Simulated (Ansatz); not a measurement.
C₃H₈Si (SiH2Me(vinyl))

```xyz
12

Si    0.7507    0.3164    0.3034
H     0.6238    0.3092    1.7947
H     2.2052    0.2322   -0.0475
C     0.0460    1.9085   -0.4098
H     0.5938    2.7876   -0.0342
H    -1.0148    2.0238   -0.1370
H     0.1166    1.9126   -1.5094
C    -0.1438   -1.1871   -0.3644
C    -0.8236   -2.0597    0.3964
H    -0.1217   -1.3688   -1.4498
H    -0.8873   -1.9474    1.4865
H    -1.3447   -2.9273   -0.0288
```

Geometry: r2SCAN-D4/def2-SVP.

The calculation used Ansatz 0.2.0, RKS PBE0-D4/def2-TZVP.

Q: What will maps of the electron density and electron localisation function show?

A: C–C (1.34 Å): the density is about 2.3 e/Å³ at the midpoint; the ELF peaks at about 0.90 between the atoms (a short, multiple covalent bond).
C–Si (1.87 Å): ρ is about 0.97 e/Å³ halfway; the ELF peaks at about 0.95 between the atoms: localised, covalent bonding.
C–H (1.10 Å): ρ is about 2 e/Å³ halfway; the ELF climbs to about 1 towards the hydrogen, as it does in any bond to H; an ordinary covalent bond to hydrogen.
Si–H (1.50 Å): ρ at the midpoint is about 0.79 e/Å³; the ELF climbs to about 1 towards the hydrogen.

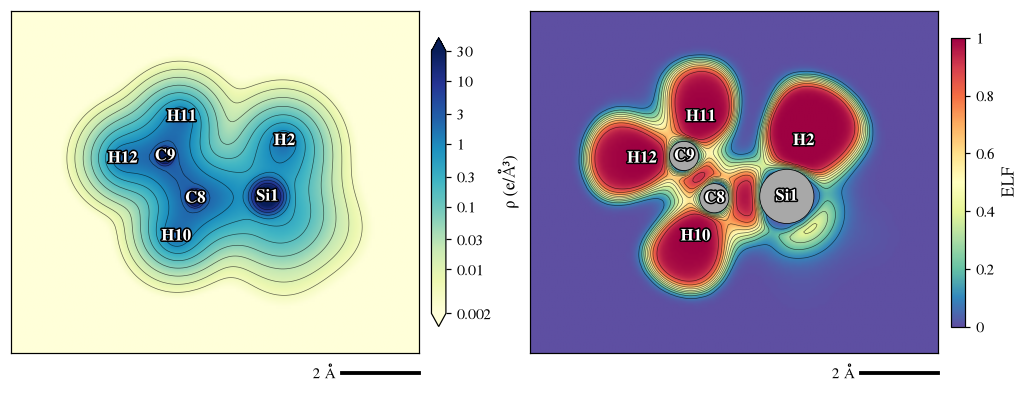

Computed electron density and electron localisation function on the plane of atoms H2, Si1 and C8, in this order. Grey discs cover the atomic cores in the ELF map. 
